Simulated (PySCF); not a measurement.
Ni(Cp)2, C10H10Ni, triplet at its GFN2-xTB optimised geometry (Å):

```
21

Ni    -0.0152     0.1493     0.0000
C      2.1813     0.1493     0.0000
C      1.7222     1.4925     0.0000
C      0.9798     1.7024    -1.1916
C      0.9800     0.4888    -1.9280
C      1.7225    -0.4710    -1.1915
H      2.8688    -0.2817     0.7105
H      2.0022     2.2544     0.7103
H      0.6006     2.6504    -1.5392
H      0.6010     0.3592    -2.9294
H      2.0028    -1.4529    -1.5390
C     -1.8850     0.7806     0.9631
C     -1.1076     0.0536     1.9024
C     -0.9373    -1.2646     1.4041
C     -1.6095    -1.3524     0.1569
C     -2.1952    -0.0884    -0.1157
H     -2.2831     1.7725     1.1079
H     -0.8155     0.3999     2.8812
H     -0.4940    -2.0887     1.9404
H     -1.7631    -2.2544    -0.4142
H     -2.8688     0.1320    -0.9287
```

Calculation: unrestricted B3LYP/def2-SVP (PySCF). Cells within 0.4 Å of a nucleus heavier than hydrogen are left out (blank, or x).

Map of the Laplacian of the electron density (e/bohr⁵), clipped to [-1.50, 1.50] on the plane z = 0.0 Å:

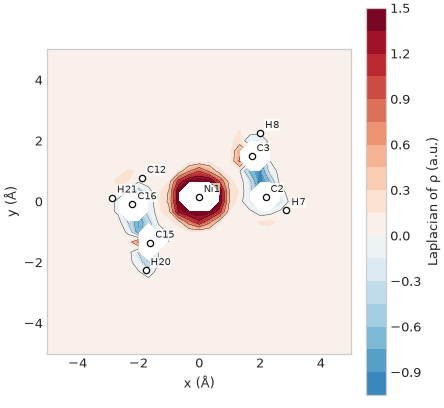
Figure. Laplacian of the electron density (e/bohr⁵), clipped to [-1.50, 1.50] on the plane z = 0.0 Å.
